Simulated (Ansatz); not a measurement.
**BFH₇NSi: density, localisation and related maps**

Input

```
crystal:
  periodic: [false, false, false]
  atoms:
    - { symbol: B, position_ang: [0.088817, 0.339201, -0.347369] }
    - { symbol: F, position_ang: [-0.64428, 0.836928, 0.661736] }
    - { symbol: H, position_ang: [1.298997, 0.437212, -0.259628] }
    - { symbol: H, position_ang: [-0.512079, -0.053174, -1.33111] }
    - { symbol: "N", position_ang: [-0.159411, -1.879134, 1.235395] }
    - { symbol: H, position_ang: [-0.863838, -2.580411, 0.973085] }
    - { symbol: Si, position_ang: [1.209597, -2.481522, 2.198461] }
    - { symbol: H, position_ang: [1.775753, -3.666951, 1.457047] }
    - { symbol: H, position_ang: [2.224138, -1.370114, 2.275855] }
    - { symbol: H, position_ang: [0.870965, -2.921499, 3.612007] }
    - { symbol: H, position_ang: [-0.655358, -1.051434, 1.632121] }
basis:
  gaussian: { orbitals: cc-pVDZ }
hamiltonian:
  xc: pbe
  dispersion: d4
relax:
  f_tol: 0.03
  max_steps: 50
output:
  orbitals: {}
```

Launched as:

```sh
ansatz run input.yaml --threads 2 --pin off --max-ram 3072MiB --backend cpu --events-out ev --progress --plain --runs-dir out
```

The fields are those of the run's last geometry, not of the input's.

The calculation used Ansatz 0.2.0, RKS PBE-D4/cc-pVDZ.

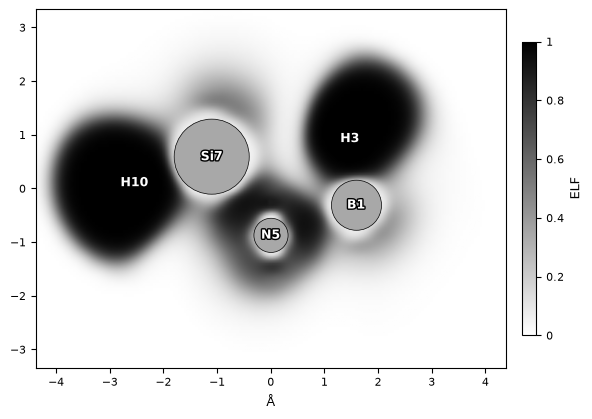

Figure 1. ELF on the plane of atoms H3, B1 and N5. Grey discs cover the atomic cores.

Question: What does the map show?

Answer:
- The section cuts through B, H, N and Si sites.
- B–N (1.69 Å): the ELF peaks at about 0.95 between the atoms, as expected for a shared but strongly polarised pair.
- Si–N (1.84 Å): the ELF peaks at about 0.95 between the atoms, as expected for a shared but strongly polarised pair.
- B–H (1.24 Å): the ELF climbs to about 1 towards the hydrogen, as it does in any bond to H (a covalent bond by its length).
- Si–H (1.51 Å): the ELF climbs to about 1 towards the hydrogen.

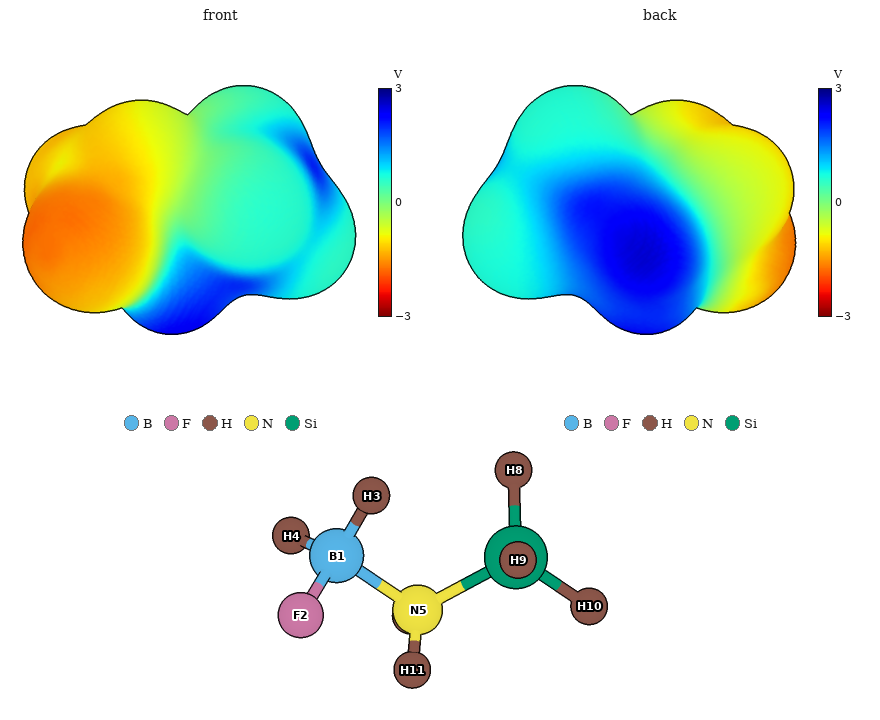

Figure 2. The electrostatic potential painted on the density surface at 0.002 e/bohr³, seen from the front and from behind; red is negative and blue positive. The bare structure is drawn below in the same view.

Question: Where is the surface potential most negative and most positive?

Answer: The most negative region (about −1.8 V) lies over F2, the most positive (about +2.5 V) over H6.

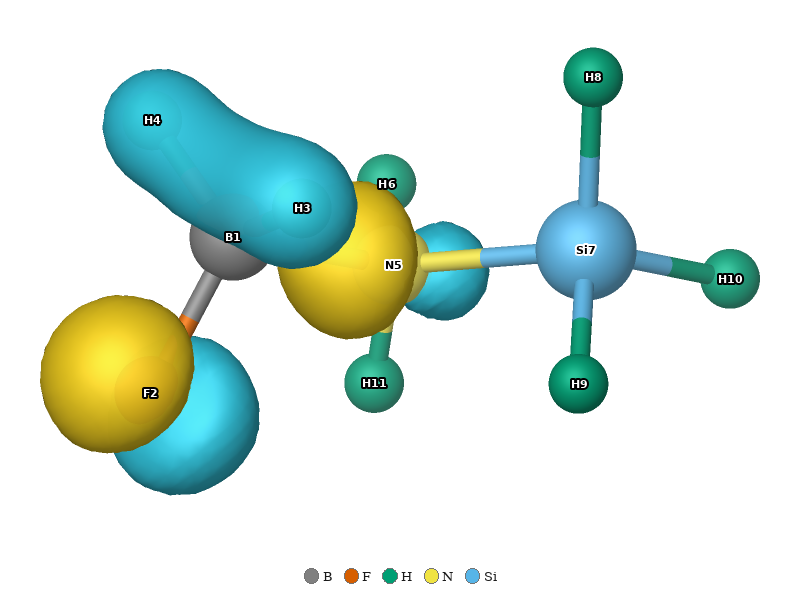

Figure 3. The HOMO−1 at ±0.2 Å⁻³ᐟ² (yellow and cyan are the two phases), seen from one side.

Question: Describe this orbital and give its energy.

Answer: By Hirshfeld shares it lies mainly on F2 (about 50 %), N5 (about 15 %), B1 (about 15 %), H3 (about 10 %) and H4 (about 5 %). Its energy is −7.03 eV.
